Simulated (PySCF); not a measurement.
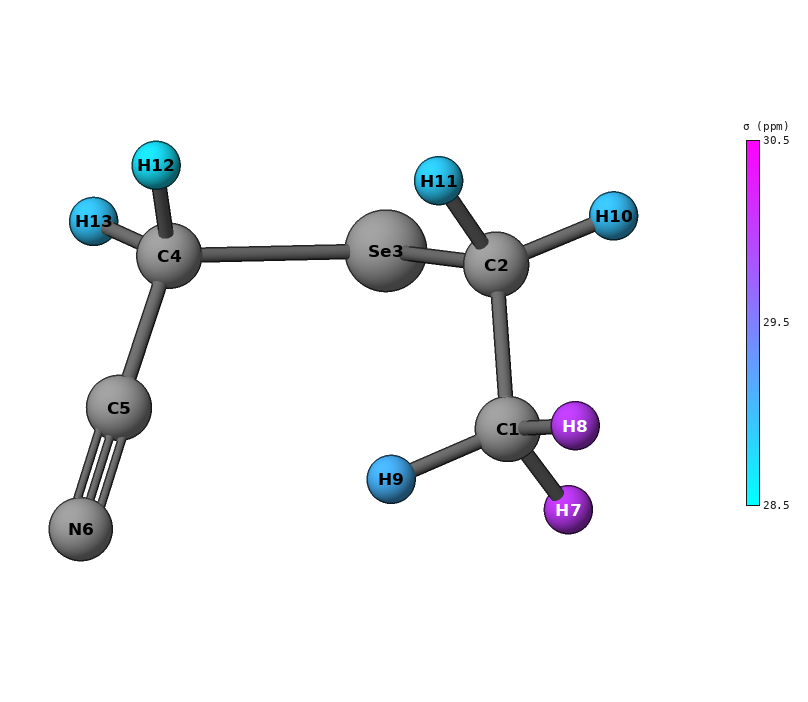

Atoms are coloured by their isotropic NMR shieldings (H only, the others grey). The computed structure is the end point of a PBE0-D3(BJ)/def2-SVP optimisation. No frequency run is at hand to confirm it as a minimum. Properties computed with GIAO PBE0/cc-pVDZ NMR shielding, non-relativistic, gas phase (PySCF 2.14.0).

> Which H atom is the most shielded (lowest chemical shift)?

H7 (30.03 ppm).

> Which H atom is the least shielded (highest chemical shift)?

H12 (28.71 ppm).

> How wide is the range of H shifts?

1.32 ppm.

Give the isotropic NMR shieldings of the H atoms atom by atom.

| atom | σ (ppm) |
| --- | --- |
| H7 | 30.03 |
| H8 | 30.00 |
| H9 | 29.07 |
| H10 | 28.96 |
| H11 | 28.87 |
| H12 | 28.71 |
| H13 | 28.92 |
